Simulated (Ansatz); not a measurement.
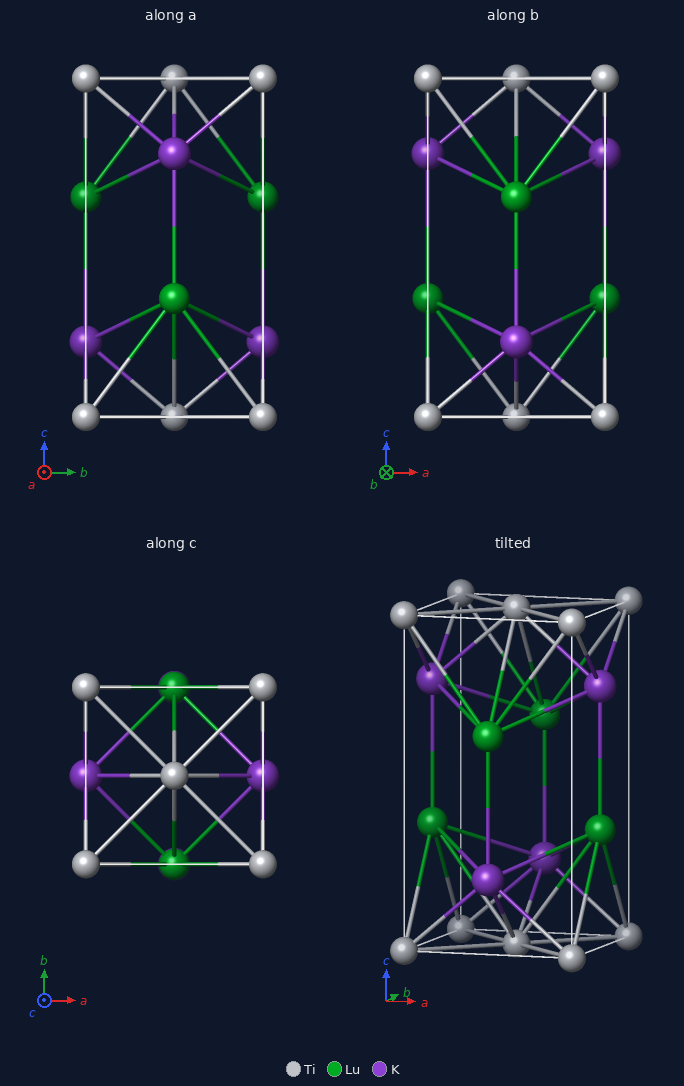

Drawn in the ball-and-stick manner and seen along the a axis, along the b axis, along the c axis and slightly off an axis. The edges of the conventional unit cell are marked.

Lattice parameters: a = 4.443 Å, b = 4.443 Å, c = 8.496 Å, α = 90.00°, β = 90.00°, γ = 90.00°. Put a along x and b in the xy plane.

> Set out the cell and atoms as a POSCAR file, with free fractional coordinates to two decimals.

```
Ti Lu K
1.0
     4.443    0.000    0.000
     0.000    4.443    0.000
     0.000    0.000    8.496
Ti Lu K
2 2 2
Direct
  0.00 0.00 0.00
  0.50 0.50 0.00
  0.50 0.00 0.65
  0.00 0.50 0.35
  0.50 0.00 0.22
  0.00 0.50 0.78
```

The model is a generated cell, made by putting these elements into a known structure type (the compound may or may not exist in this form); its atoms and cell weren't optimised. It was the input of a calculation with Ansatz.

At this level of theory the cell isn't at rest (forces up to 1.0 eV/Å), so its distances can differ from those at equilibrium, the more so the softer the solid.
